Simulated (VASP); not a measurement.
Band structure of MgTe. Method: PBE GGA, VASP's PBE PAW potentials (set 64) (plane waves; VASP 6.6.1).

The cell holds a wide vacuum, so values per volume refer to the whole cell. Unless said otherwise, spin-orbit coupling is left out, though it shifts the bands of the heavy elements here.

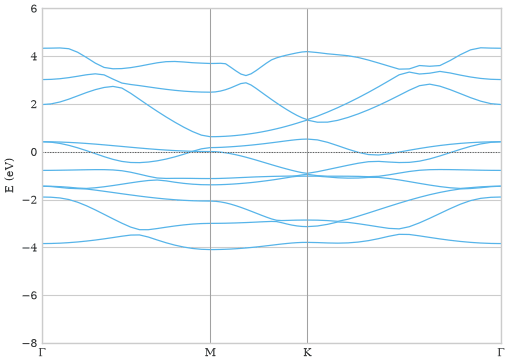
Figure. Bands along high-symmetry lines, zero at the valence-band maximum or, without a gap, the Fermi level

Problem. Read the plot: is there a gap, and where are the band edges?

Solution. It has no gap at this level: it comes out as a metal or semimetal.

The cell is a sheet with vacuum, built from a generated structure.
